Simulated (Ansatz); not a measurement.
System: H$_{3}$Si···NH$_{3}$ (doublet).

```xyz
8

Si   -0.1082    0.2406    0.1298
H    -0.7848    0.5723    2.7597
H     1.4000    0.1798    0.1944
H    -0.5111    0.9310   -1.1551
H    -0.6313   -1.1769    0.1023
N    -0.0420   -0.0670    3.0732
H    -0.1881   -0.9881    2.6415
H     0.8669    0.3085    2.7755
```

These are results of UKS LDA/def2-SVP in Ansatz 0.2.0, not measurements.

What will maps of the electron density, electron localisation function and spin density show?

Answer. N–H (1.03 Å): ρ is about 2.7 e/Å³ halfway; the ELF climbs to about 1 towards the hydrogen, as it does in any bond to H (an ordinary covalent bond to hydrogen).
The unpaired spin (1 electron) lies mostly on Si1 (about 0.7) and N6 (about 0.1), in electrons by Hirshfeld's partition.

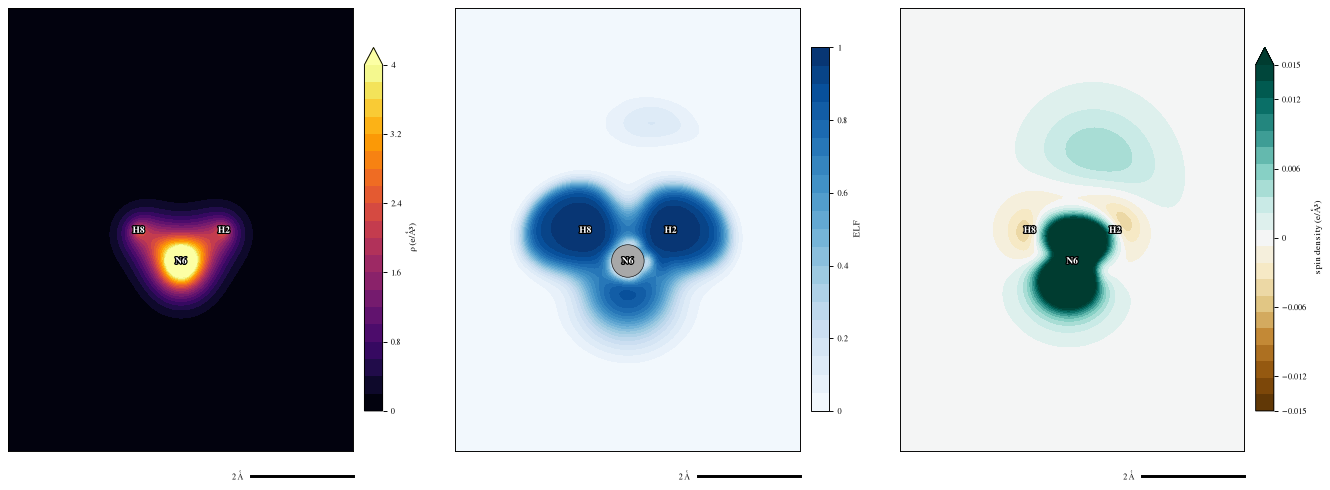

Computed electron density, electron localisation function and spin density on the plane of atoms H2, N6 and H8, in this order. Grey discs cover the atomic cores in the ELF map. 
